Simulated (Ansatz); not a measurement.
# GeH5NOSi: rigid scan of one bond length, by script

How does the energy of GeH5NOSi change as one bond is stretched? The task is a rigid scan of one bond length, for GeH5NOSi.

All numbers are computed with the Python package of Ansatz 0.2.0. Level of theory: r2SCAN+D3(BJ)/def2-SVP.

### 1 Starting point

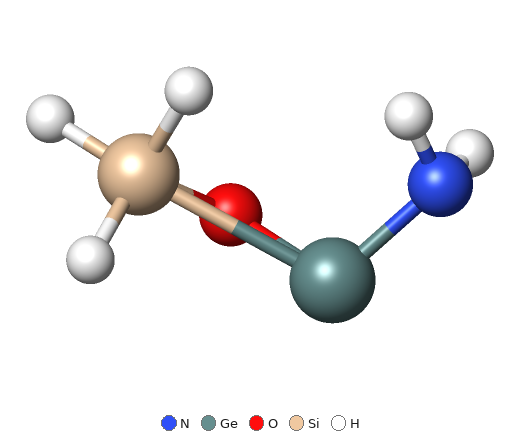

The starting structure, viewed from a chosen angle; nitrogen blue, germanium teal, oxygen red, silicon light orange, hydrogen white.

The script holds or builds the structure itself.

### 2 Script

scan_geh5nosi.py reads:

```python
# -*- coding: utf-8 -*-
"""Stretching a bond of GeH5NOSi, the rest held rigid."""

from dataclasses import dataclass
import logging
import sys

import ansatz as az
from ase import Atoms
import matplotlib.pyplot as plt
import numpy as np

logging.basicConfig(stream=sys.stdout, format="[%(levelname)s] %(message)s")
logger = logging.getLogger("ansatz_job")
logger.setLevel(logging.INFO)


@dataclass(frozen=True)
class RunConfig:
    basis_set: str = "def2-SVP"
    functional: str = "r2scan"
    dispersion: str = "d3bj"


opts = RunConfig()

atoms = Atoms(["N", "Ge", "O", "Si", "H", "H", "H", "H", "H"], positions=[
    (0.1383, 1.4234, -1.7047),
    (1.2547, 0.8394, -0.4062),
    (0.8959, -0.8867, -0.0993),
    (-0.1017, -0.8864, 1.2273),
    (-0.876, 1.3155, -1.3697),
    (0.1985, 0.8532, -2.5429),
    (-1.3911, -0.1998, 0.8607),
    (-0.4635, -2.2715, 1.5691),
    (0.4334, -0.2335, 2.4486),
])
mol = az.Crystal.molecule_from_ase(atoms)

symbols = [site.symbol for site in mol.cartesian_sites]
start = np.array([site.position_ang for site in mol.cartesian_sites])
axis = (start[8] - start[3]) / np.linalg.norm(start[8] - start[3])
moving = [8]
lengths, energies = [1.306, 1.366, 1.425, 1.485, 1.544, 1.603, 1.663, 1.752], []
for length in lengths:
    xyz = start.copy()
    xyz[moving] += (length - np.linalg.norm(start[8] - start[3])) * axis
    point = az.Crystal.molecule()
    for symbol, xyz in zip(symbols, xyz):
        point = point.atom(symbol, xyz.tolist())
    job = (
        point.calculation()
        .basis(gaussian=opts.basis_set)
        .functional(opts.functional, dispersion=opts.dispersion)
    )
    report = job.run(threads=1).report
    energies.append(report["free_energy_ev"])
    logger.info(f"r = {length:6.3f} A  E = {energies[-1]:.5f} eV  <S^2> = {abs(report['mean_field']['state']['spin_squared']):.3f}")

# quartic fit about the minimum
fit = np.polynomial.Polynomial.fit(lengths, np.array(energies) - min(energies), 4).convert()
roots = [r.real for r in fit.deriv().roots() if abs(r.imag) < 1e-9 and fit.deriv(2)(r.real) > 0]
r_e = min(roots, key=lambda r: abs(r - lengths[int(np.argmin(energies))]))
logger.info(f"minimum of the fit at {r_e:.4f} A, force constant {fit.deriv(2)(r_e):.2f} eV/A^2")
plt.figure(figsize=(4.5, 3))
plt.plot(lengths, np.array(energies) - min(energies), "o-")
plt.xlabel("bond length (A)")
plt.ylabel("E - E(min) (eV)")
plt.tight_layout()
plt.savefig("scan.png", dpi=100)
```

### 3 The calls as engine input

The package turns the script's settings into the engine's input (first run):

```yaml
crystal:
  periodic: [false, false, false]
  atoms:
    - { symbol: "N", position_ang: [0.1383, 1.4234, -1.7047] }
    - { symbol: Ge, position_ang: [1.2547, 0.8394, -0.4062] }
    - { symbol: O, position_ang: [0.8959, -0.8867, -0.0993] }
    - { symbol: Si, position_ang: [-0.1017, -0.8864, 1.2273] }
    - { symbol: H, position_ang: [-0.876, 1.3155, -1.3697] }
    - { symbol: H, position_ang: [0.1985, 0.8532, -2.5429] }
    - { symbol: H, position_ang: [-1.3911, -0.1998, 0.8607] }
    - { symbol: H, position_ang: [-0.4635, -2.2715, 1.5691] }
    - { symbol: H, position_ang: [0.3690108340487007, -0.3120641682855603, 2.301639640485289] }
basis:
  gaussian:
    orbitals: def2-SVP
hamiltonian:
  xc: r2scan
  dispersion: d3bj
```

### 4 Launch

Started as:

```sh
$ python scan_geh5nosi.py
```

The log of the run:

```text
DeckWarning: the engine holds no damping parameters fitted to this dispersion correction and functional, so the run takes those fitted to r2scan beside the three-body term, which d3bj leaves out (hamiltonian.dispersion, under Limitations)
[INFO] r =  1.306 A  E = -67999.36385 eV  <S^2> = 0.000
[INFO] r =  1.366 A  E = -67999.60591 eV  <S^2> = 0.000
[INFO] r =  1.425 A  E = -67999.73628 eV  <S^2> = 0.000
[INFO] r =  1.485 A  E = -67999.78351 eV  <S^2> = 0.000
[INFO] r =  1.544 A  E = -67999.76503 eV  <S^2> = 0.000
[INFO] r =  1.603 A  E = -67999.69730 eV  <S^2> = 0.000
[INFO] r =  1.663 A  E = -67999.59027 eV  <S^2> = 0.000
[INFO] r =  1.752 A  E = -67999.38137 eV  <S^2> = 0.000
[INFO] minimum of the fit at 1.4950 A, force constant 17.65 eV/A^2
```

(Warnings from the package without file and line.)

Wall time 39 s (1 thread of Arm Neoverse V2, shared host); peak memory 0.27 GiB.

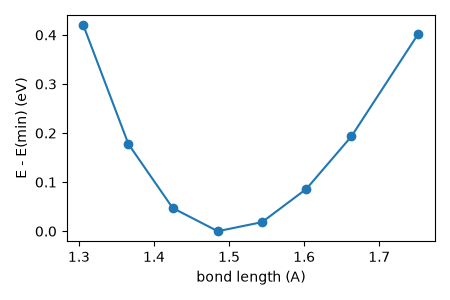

The script's own figure, scan.png.

### 5 What changed from run to run

The engine's inputs for some of the other runs:

Run 2, against run 1:

```diff
@@ -12 +12 @@
-    - { symbol: H, position_ang: [0.3690108340487007, -0.3120641682855603, 2.301639640485289] }
+    - { symbol: H, position_ang: [0.3906361403602796, -0.2856781423262445, 2.3509967449486253] }
```

Run 3, against run 1:

```diff
@@ -12 +12 @@
-    - { symbol: H, position_ang: [0.3690108340487007, -0.3120641682855603, 2.301639640485289] }
+    - { symbol: H, position_ang: [0.41190102489999886, -0.2597318834662507, 2.3995312310042394] }
```

Run 7, against run 1:

```diff
@@ -12 +12 @@
-    - { symbol: H, position_ang: [0.3690108340487007, -0.3120641682855603, 2.301639640485289] }
+    - { symbol: H, position_ang: [0.49768140660259513, -0.15506731382763156, 2.5953144120421405] }
```

### 6 What each run gave

From the records of these 8 runs:

```tsv
run	distance (Å)	energy from run 4 (eV)	SCF cycles	CPU time (s)
1	1.31	0.4197	17	4.7
2	1.37	0.1776	17	4.6
3	1.43	0.0472	17	4.6
4	1.49	0.0000	17	4.6
5	1.54	0.0185	18	5
6	1.60	0.0862	17	4.6
7	1.66	0.1932	17	4.6
8	1.75	0.4021	19	5
```

### 7 Results

| quantity | value |
| --- | --- |
| bond length at the fit's minimum | 1.4950 Å |
| runs compared | 8 |
| range of energy | 0.420 eV |
| lowest point, distance (Å) | 1.49 |

In words: The curve has its lowest point inside the range, at 1.49. The ends stand 0.42 and 0.402 eV above it. The distance scanned is the script's pair 3, 8. Total energies depend on the basis set; only differences at equal settings carry meaning. The rest of the molecule is held rigid at a force-field or estimated start geometry, and the basis set is modest; single-reference methods fail as a bond breaks.
